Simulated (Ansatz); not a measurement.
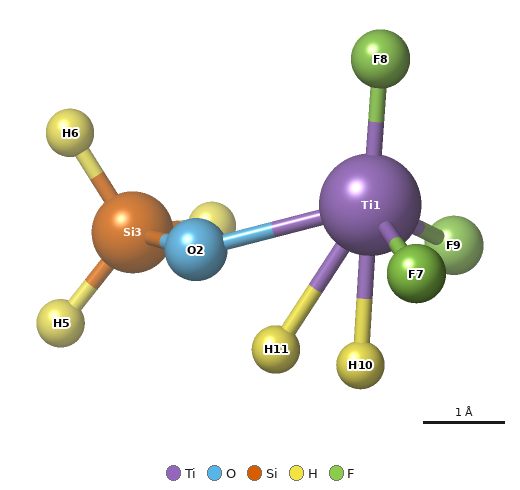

The structure as given in the input (ball-and-stick view, seen at a tilt; atoms are numbered from 1 in the order of the input). Sticks mark near contacts. Bond lengths as drawn: F–Ti 1.83 Å, H–Si 1.46 Å, H–Ti 2.00 to 2.17 Å, O–Si 1.68 Å and O–Ti 2.27 Å.

## TiSiH₅OF₃: geometry relaxation (part 1 of 2)

System: TiSiH₅OF₃.
Method: RHF/def2-SVP (Ansatz 0.2.0).

The input holds or restrains some coordinates. It belongs to a series of runs on one base structure; here: pulled along the bonds that form and break, towards end A. Figures and captions count atoms from 1; the log counts them from 0 in places.

## The input
```yaml
crystal:
  periodic: [false, false, false]
  atoms:
    - { symbol: Ti, position_ang: [0.0, 0.0, 0.0] }
    - { symbol: O, position_ang: [0.0, 0.0, 2.27] }
    - { symbol: Si, position_ang: [-1.3147, -0.4067, 3.2336] }
    - { symbol: H, position_ang: [-2.239, -1.2403, 2.4704] }
    - { symbol: H, position_ang: [-0.8506, -1.1432, 4.4057] }
    - { symbol: H, position_ang: [-1.9987, 0.8095, 3.6633] }
    - { symbol: F, position_ang: [1.7257, 0.0, -0.6094] }
    - { symbol: F, position_ang: [-0.8619, 1.4933, -0.6094] }
    - { symbol: F, position_ang: [-0.8619, -1.4933, -0.6094] }
    - { symbol: H, position_ang: [1.0439, -1.5851, 0.6306] }
    - { symbol: H, position_ang: [0.7967, -1.2098, 1.6134] }
basis:
  gaussian: { orbitals: def2-SVP }
hamiltonian:
  xc: hf
relax:
  f_tol: 0.15
  max_steps: 25
  restrain:
    - { distance: [0, 9], at: 2.9, k: 30.0 }
    - { distance: [10, 1], at: 2.21, k: 30.0 }
    - { distance: [0, 1], at: 1.92, k: 30.0 }
    - { distance: [10, 9], at: 0.66, k: 30.0 }
output:
  orbitals: {}
```

Launch command:
```bash
ansatz run input.yaml --threads 4 --pin off --max-ram 5120MiB --backend cpu --events-out ev --progress --plain --runs-dir out
```

## Log
```
The last accepted step is kept in [file] (removed where the run ends without a failure and the disk answers)
Engine: ansatz 0.2.0, x86_64-unknown-linux-gnu
Functional definition: HF
  exchange = exact_x
  correlation = 0
1399 factors; integrals over basis functions are off by at most 3.8e-4 eV
mean field evaluation 1: about -41159.2455 eV, gradient 7.2e1 eV
mean field evaluation 2: about -41159.3437 eV, gradient 7.2e1 eV
mean field evaluation 4: about -41171.0351 eV, gradient 8.1e0 eV
mean field evaluation 8: about -41171.2782 eV, gradient 7.3e-1 eV
mean field -41171.28035331 eV, -1513.0166460881 hartree, gradient 9.1e-6 eV, S^2 0.000000; 0 other end points of the search recorded, 0 dependent functions left out
the calculation of the forces begins
reference -41171.28035331 eV, -1513.0166460881 hartree; 38, 38 occupied and 92, 92 virtual orbitals, 1399 factors
relax step   1: F+E_penalty+E_count = -41171.28035331 eV  Δ(F+E_penalty+E_count) = +0.000e0 eV  max|allowed force component| = 3.847e0 eV/Å  E_restraint = 22.40047462 eV  max|allowed force component, restraints' pulls added| = 2.384e1 eV/Å  Δτ_max = 0.0000 Å  (46 SCF iters, accepted)
  distance Ti 0 - H 9 = 2.0000 Å
  distance H 10 - O 1 = 1.5904 Å
  distance Ti 0 - O 1 = 2.2700 Å
  distance H 10 - H 9 = 1.0807 Å
these checks for a lower state are left out or cut short: starts, cluster_reference, orbital_swaps, neighbouring_geometries, increment
1399 factors; integrals over basis functions are off by at most 6.0e-4 eV
mean field evaluation 16: about -41171.7486 eV, gradient 1.2e1 eV
mean field -41172.63830379 eV, -1513.0665498475 hartree, gradient 2.0e-5 eV, S^2 0.000000; 0 other end points of the search recorded, 0 dependent functions left out
[... from here on the field's lines of each further geometry are left out, up to the last ...]
relax step   2: F+E_penalty+E_count = -41172.63830379 eV  Δ(F+E_penalty+E_count) = -1.358e0 eV  max|allowed force component| = 3.821e0 eV/Å  E_restraint = 10.02145083 eV  max|allowed force component, restraints' pulls added| = 1.395e1 eV/Å  Δτ_max = 0.1949 Å  (50 SCF iters, accepted)
relax step   3: F+E_penalty+E_count = -41173.62129063 eV  Δ(F+E_penalty+E_count) = -9.830e-1 eV  max|allowed force component| = 5.598e0 eV/Å  E_restraint = 2.53179686 eV  max|allowed force component, restraints' pulls added| = 9.071e0 eV/Å  Δτ_max = 0.1944 Å  (42 SCF iters, accepted)
relax step   4: F+E_penalty+E_count = -41174.34339089 eV  Δ(F+E_penalty+E_count) = -7.221e-1 eV  max|allowed force component| = 5.499e0 eV/Å  E_restraint = 0.30422020 eV  max|allowed force component, restraints' pulls added| = 4.657e0 eV/Å  Δτ_max = 0.1949 Å  (41 SCF iters, accepted)
relax step   5: F+E_penalty+E_count = -41175.12936197 eV  Δ(F+E_penalty+E_count) = -7.860e-1 eV  max|allowed force component| = 2.995e0 eV/Å  E_restraint = 0.13796656 eV  max|allowed force component, restraints' pulls added| = 3.410e0 eV/Å  Δτ_max = 0.1905 Å  (40 SCF iters, accepted)
relax step   6: F+E_penalty+E_count = -41175.32082688 eV  Δ(F+E_penalty+E_count) = -1.915e-1 eV  max|allowed force component| = 2.386e0 eV/Å  E_restraint = 0.16788658 eV  max|allowed force component, restraints' pulls added| = 8.419e-1 eV/Å  Δτ_max = 0.1997 Å  (47 SCF iters, accepted)
relax step   7: F+E_penalty+E_count = -41175.38830973 eV  Δ(F+E_penalty+E_count) = -6.748e-2 eV  max|allowed force component| = 2.304e0 eV/Å  E_restraint = 0.22254195 eV  max|allowed force component, restraints' pulls added| = 2.230e0 eV/Å  Δτ_max = 0.1951 Å  (41 SCF iters, accepted)
relax step   8: F+E_penalty+E_count = -41175.44477808 eV  Δ(F+E_penalty+E_count) = -5.647e-2 eV  max|allowed force component| = 2.271e0 eV/Å  E_restraint = 0.14547554 eV  max|allowed force component, restraints' pulls added| = 1.919e-1 eV/Å  Δτ_max = 0.2000 Å  (40 SCF iters, accepted)
relax step   9: F+E_penalty+E_count = -41175.46831197 eV  Δ(F+E_penalty+E_count) = -2.353e-2 eV  max|allowed force component| = 2.339e0 eV/Å  E_restraint = 0.13994833 eV  max|allowed force component, restraints' pulls added| = 8.106e-2 eV/Å  Δτ_max = 0.1676 Å  (40 SCF iters, accepted)
relax step  10: F+E_penalty+E_count = -41175.45433701 eV  Δ(F+E_penalty+E_count) = +1.397e-2 eV  max|allowed force component| = 2.286e0 eV/Å  E_restraint = 0.27107114 eV  max|allowed force component, restraints' pulls added| = 3.640e0 eV/Å  Δτ_max = 0.1901 Å  (41 SCF iters, rejected (line search))
the calculation of the forces begins
reference -41175.47441236 eV, -1513.1707749151 hartree; 38, 38 occupied and 92, 92 virtual orbitals, 1399 factors
relax step  11: F+E_penalty+E_count = -41175.47441236 eV  Δ(F+E_penalty+E_count) = -6.100e-3 eV  max|allowed force component| = 2.292e0 eV/Å  E_restraint = 0.13650868 eV  max|allowed force component, restraints' pulls added| = 1.159e-1 eV/Å  Δτ_max = 0.0920 Å  (39 SCF iters, accepted)
  distance Ti 0 - H 9 = 2.9010 Å
  distance H 10 - O 1 = 2.2231 Å
  distance Ti 0 - O 1 = 1.8413 Å
  distance H 10 - H 9 = 0.7122 Å
1399 factors; integrals over basis functions are off by at most 7.9e-4 eV
mean field evaluation 128: about -41175.4744 eV, gradient 7.5e-5 eV
```

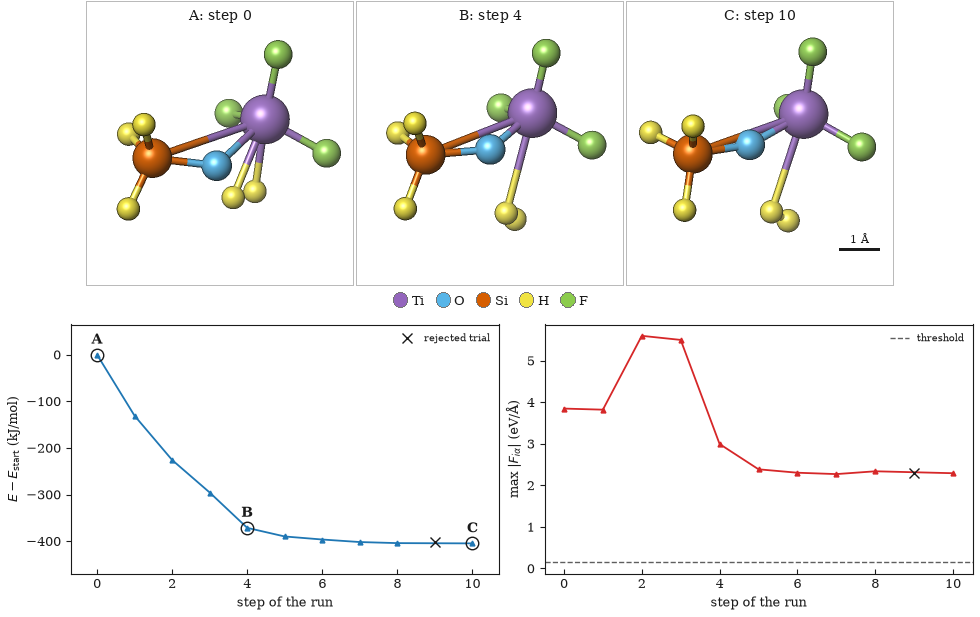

Frames of the restrained relaxation (ball-and-stick view, seen at a tilt) above the curves, on which the letters mark them (the first geometry is step 0 here and step 1 in the log).

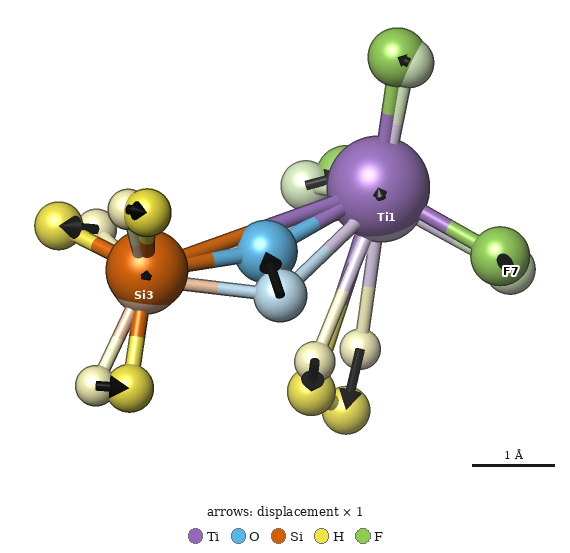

Start (faint) and end (solid) with the displacements as black arrows, at true length (ball-and-stick view, seen at a tilt). The two geometries are laid on each other by the best rigid fit. After 10 geometry steps the energy has fallen by 404.7 kJ/mol. Largest force component: 3.8 eV/Å at the start, 2.3 eV/Å at the end. The line search rejected the trial step at point 9 (counted from 0) and went back. The largest move after the best rigid fit is that of H10, 0.78 Å. By element the largest moves are H 0.78 Å, O 0.75 Å, F 0.60 Å, Ti 0.16 Å, Si 0.11 Å. Among the contacts that change: Ti1–H10 2.000 → 2.901 Å, Ti1–H11 2.168 → 2.660 Å, Ti1–O2 2.270 → 1.841 Å, H10–H11 1.081 → 0.712 Å. New bonds form: H10–H11 (1.08 → 0.71 Å). Bonds break: Ti1–H10 (2.00 → 2.90 Å). Among the angles that change: Ti1–O2–Si3 125.0° → 161.5°, Ti1–Si3–H4 79.7° → 102.0°, Ti1–Si3–O2 31.9° → 9.7°. (Atoms are counted from 1 in the order of the input.)

```
mean field -41175.47441236 eV, -1513.1707749151 hartree, gradient 1.6e-5 eV, S^2 0.000000; 1 other end points of the search recorded, 0 dependent functions left out
the calculation of the forces begins
reference -41175.47441236 eV, -1513.1707749151 hartree; 38, 38 occupied and 92, 92 virtual orbitals, 1399 factors
Total energy: -41175.47441236 eV, -1513.1707749151 hartree
Atom 0 at    -0.112817     0.112051    -0.005309 Å, force    -0.493878    -0.403732     2.272243 eV/Å
Atom 1 at    -0.524448    -0.175029     1.766240 Å, force     0.232507     0.629341    -2.292254 eV/Å
Atom 2 at    -1.386761    -0.341956     3.174828 Å, force    -0.040282    -0.010536    -0.036450 eV/Å
Atom 3 at    -2.587748    -1.168903     2.911327 Å, force     0.049815     0.034554     0.023003 eV/Å
Atom 4 at    -0.536523    -1.007369     4.182894 Å, force     0.004760     0.012907    -0.005544 eV/Å
Atom 5 at    -1.803396     0.990183     3.661793 Å, force     0.023966    -0.016516     0.000348 eV/Å
Atom 6 at     1.560215     0.464657    -0.247331 Å, force    -0.115867    -0.013396     0.015205 eV/Å
Atom 7 at    -1.007183     1.469905    -0.567305 Å, force     0.001771    -0.003315    -0.001242 eV/Å
Atom 8 at    -0.587886    -1.236081    -0.972654 Å, force     0.052247     0.094514     0.044934 eV/Å
Atom 9 at     1.432628    -2.104930     1.049357 Å, force     0.963495    -0.746033    -0.939951 eV/Å
Atom 10 at     0.993421    -1.778129     1.504962 Å, force    -0.678534     0.422210     0.919709 eV/Å
Dipole moment:    -0.101321    -0.079915     0.345878 e Å
```

## Trajectory as extended XYZ (Å, eV, eV/Å), 11 frames, from step=1 to step=11
```
11
Properties=species:S:1:pos:R:3:forces:R:3 step=1 energy=-41171.28035
Ti    0.0000    0.0000    0.0000    1.1565  -1.5238   0.9065
O     0.0000    0.0000    2.2700   -0.9283  -0.1882  -3.4307
Si   -1.3147   -0.4067    3.2336    0.9543   0.5997  -0.3148
H    -2.2390   -1.2403    2.4704   -0.3319  -0.2813  -0.2612
H    -0.8506   -1.1432    4.4057    0.1334  -0.2286   0.2894
H    -1.9987    0.8095    3.6633   -0.2513   0.2952   0.1090
F     1.7257    0.0000   -0.6094   -3.4073   0.9001   0.5001
F    -0.8619    1.4933   -0.6094    1.5550  -2.7565   1.1815
F    -0.8619   -1.4933   -0.6094    1.1376   3.3398   0.7948
H     1.0439   -1.5851    0.6306   -0.6028   0.6763   3.8474
H     0.7967   -1.2098    1.6134    0.5848  -0.8328  -3.6221
11
Properties=species:S:1:pos:R:3:forces:R:3 step=2 energy=-41172.63830
Ti   -0.0584    0.0903    0.0282    2.1191  -3.0839   1.7714
O    -0.0577    0.0735    2.2096   -1.3330   0.3068  -3.8210
Si   -1.3092   -0.4008    3.2299    0.7876   0.7415  -0.6768
H    -2.2411   -1.2418    2.4691   -0.2475  -0.2293  -0.1401
H    -0.8481   -1.1443    4.4066    0.2569  -0.1255   0.1027
H    -2.0014    0.8115    3.6646   -0.2937   0.2219   0.2094
F     1.6848    0.0102   -0.6007   -3.7171   0.8874   0.9102
F    -0.8632    1.4946   -0.6093    0.7249  -1.3601   0.6345
F    -0.8498   -1.4554   -0.5991    1.1478   3.5523   1.0617
H     1.1198   -1.7023    0.7665   -0.6712   0.9070   2.6319
H     0.8639   -1.3109    1.4934    1.2262  -1.8182  -2.6839
```
